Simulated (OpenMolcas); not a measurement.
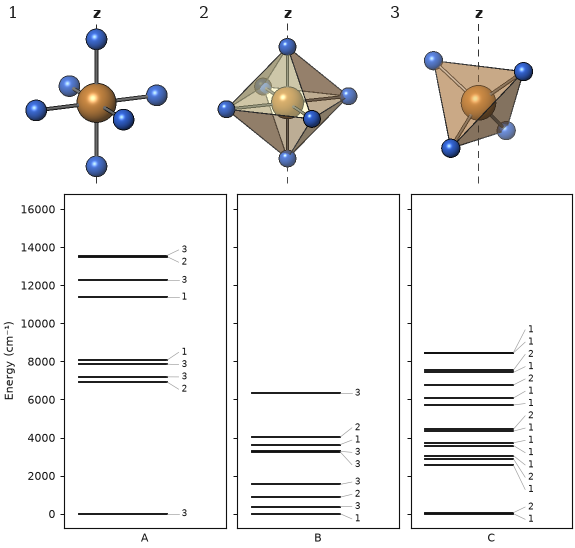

Cu³⁺ (3d⁸) among point charges in three arrangements (top) and its lowest levels in each (bottom, numbers are degeneracies). Computed with OpenMolcas: state-averaged SS-CASPT2, IPEA shift 0.25, imaginary shift 0.1 hartree, closed shells 3s 3p correlated, active space 8 electrons in the shell 3d, basis ANO-RCC-VDZP, DKH2 scalar Hamiltonian, spin-orbit coupling by RASSI with atomic mean-field integrals.

(1) 6 point charges of −2 e at 1.65 Å, arranged as: octahedron (Oh)
(2) 6 point charges of −2 e at 1.99 Å, arranged as: tetragonal octahedron (D4h), axial distortion 0.88
(3) 4 point charges of −3 e at 1.82 Å, arranged as: tetrahedron (Td)

Question: Match the level schemes to the arrangements.

Answer: A is (1). The ground level is T₂, 3-fold degenerate, 100 % from states of spin multiplicity 3. The next level lies at 6,920 cm⁻¹ (E). B is (3). The ground level is A₁, non-degenerate, 100 % from states of spin multiplicity 3. The next level lies at 378 cm⁻¹ (T₁). C is (2). The ground level is B₂, non-degenerate, 100 % from states of spin multiplicity 3. The next level lies at 56 cm⁻¹ (E).

Note: point charges lack covalency, field too small at true ligand charges.
